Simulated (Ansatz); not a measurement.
```xyz
10

F     1.0789   -2.2715    0.1991
C     0.2943   -1.5412    0.9992
C    -0.1466   -0.3405    0.6459
C     0.1605    0.3007   -0.6089
C    -0.2927    1.5009   -0.9389
F    -1.0646    2.2516   -0.1864
F    -0.0331    2.1119   -2.0698
H     0.0747   -2.0376    1.9355
H    -0.7766    0.1748    1.3604
H     0.7884   -0.2000   -1.3331
```

Geometry: PBE0-D4/def2-TZVP.

Computed with RKS PBE0-D4/def2-TZVPP (Ansatz).

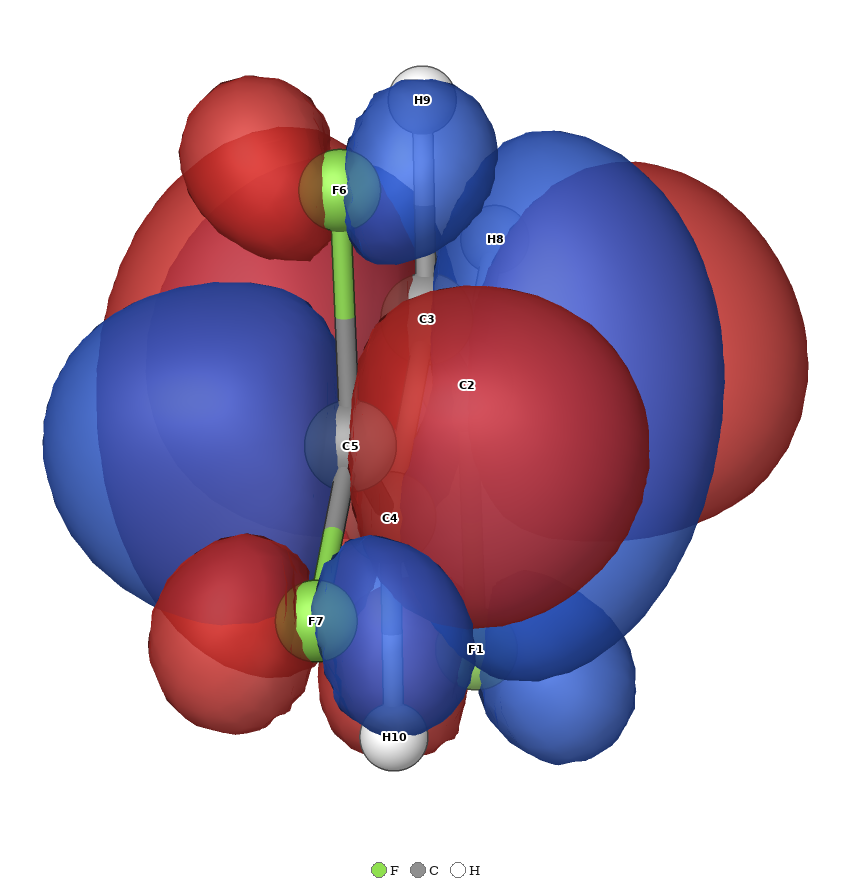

C₄H₃F₃ (SMILES FC=CC=C(F)F). The LUMO at ±0.1 Å⁻³ᐟ² (red and blue are the two phases), seen at an oblique angle.

Question: Describe this orbital and give its energy.

Answer: By Hirshfeld shares it lies mainly on C2 (about 25 %), C5 (about 25 %), C3 (about 15 %) and C4 (about 15 %); it changes sign across the molecular plane (π type); π-bonding across C3–C4; π-antibonding (a node) across C2–C3 and C4–C5. Its energy is −0.69 eV.
